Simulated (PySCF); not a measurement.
**C8H7Si (SMILES C#Cc1ccccc1[SiH2]) (doublet): density, localisation and related maps**

```yaml
atoms:
  - { symbol: C, position_ang: [2.4804, -2.0069, -0.3506] }
  - { symbol: C, position_ang: [1.4669, -1.3715, -0.2268] }
  - { symbol: C, position_ang: [0.2522, -0.6675, -0.0820] }
  - { symbol: C, position_ang: [-0.9429, -1.3794, -0.0766] }
  - { symbol: C, position_ang: [-2.1526, -0.7270, 0.0653] }
  - { symbol: C, position_ang: [-2.1739, 0.6594, 0.2060] }
  - { symbol: C, position_ang: [-1.0011, 1.3760, 0.2008] }
  - { symbol: C, position_ang: [0.2496, 0.7454, 0.0564] }
  - { symbol: Si, position_ang: [1.7918, 1.7316, 0.0503] }
  - { symbol: H, position_ang: [3.3693, -2.5535, -0.4570] }
  - { symbol: H, position_ang: [-0.9105, -2.4549, -0.1847] }
  - { symbol: H, position_ang: [-3.0753, -1.2879, 0.0682] }
  - { symbol: H, position_ang: [-3.1188, 1.1722, 0.3182] }
  - { symbol: H, position_ang: [-1.0322, 2.4520, 0.3095] }
  - { symbol: H, position_ang: [3.1066, 1.1488, -0.0898] }
  - { symbol: H, position_ang: [1.6828, 3.1721, 0.1813] }
```

Geometry: GFN2-xTB.

These are results of PySCF, UKS B3LYP, pcH-1 on C H Si, non-relativistic, mean-field spin-orbit, GIAO, not measurements.

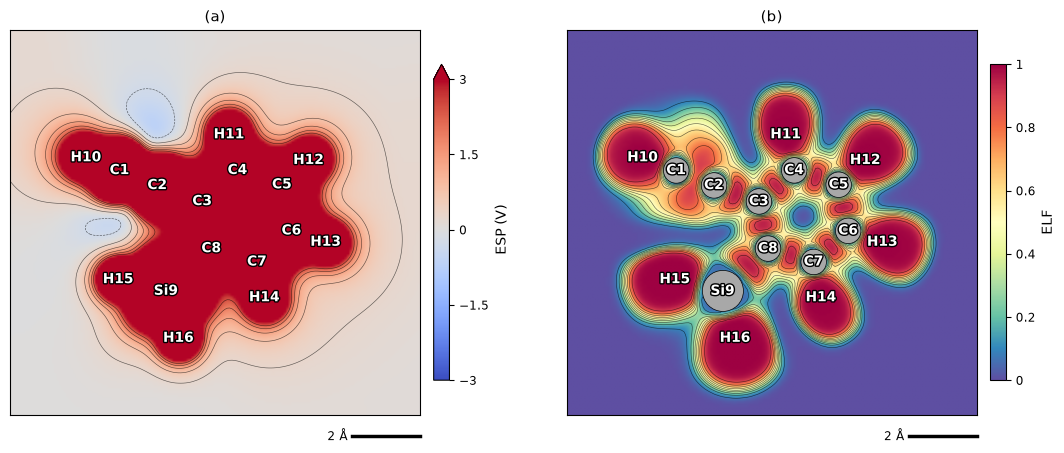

Figure 1. (a) molecular electrostatic potential; (b) electron localisation function on the molecular plane. Grey discs cover the atomic cores in the ELF map.

Describe what can be read from this map.

Answer.
- Atoms in the plane: C, Si and H.
- C–C (1.20 Å): the ELF peaks at about 0.85 between the atoms: a multiple bond.
- C–Si (1.83 Å): the ELF peaks at about 0.95 between the atoms: a covalent bond.
- C–H (1.05 Å): the ELF climbs to about 1 towards the hydrogen, as it does in any bond to H; a covalent bond by its length.
- C–C (1.37 Å): the ELF peaks at about 0.95 between the atoms; a covalent bond.
- Si–H (1.44 Å): the ELF climbs to about 1 towards the hydrogen.
- Outside the dense part of the molecule the potential is most negative (−0.6 V) near C1.

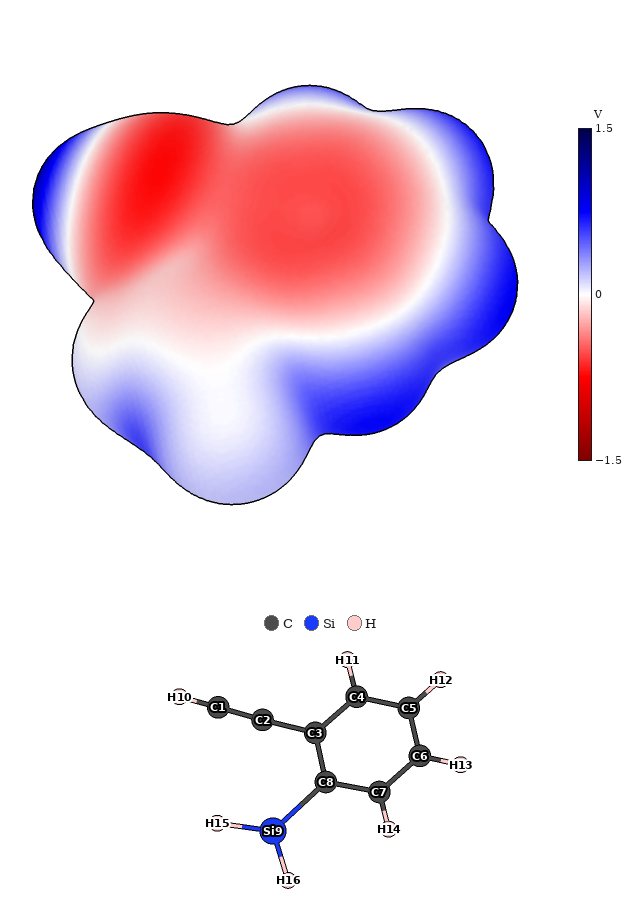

Figure 2. The electrostatic potential painted on the density surface at 0.001 e/bohr³, seen at a tilt; red is negative and blue positive. The bare structure is drawn below in the same view.

Describe the electrostatic potential map.

Answer. The most negative region (about −0.7 V) lies over C1 and C2, the most positive (about +1.2 V) over H10.
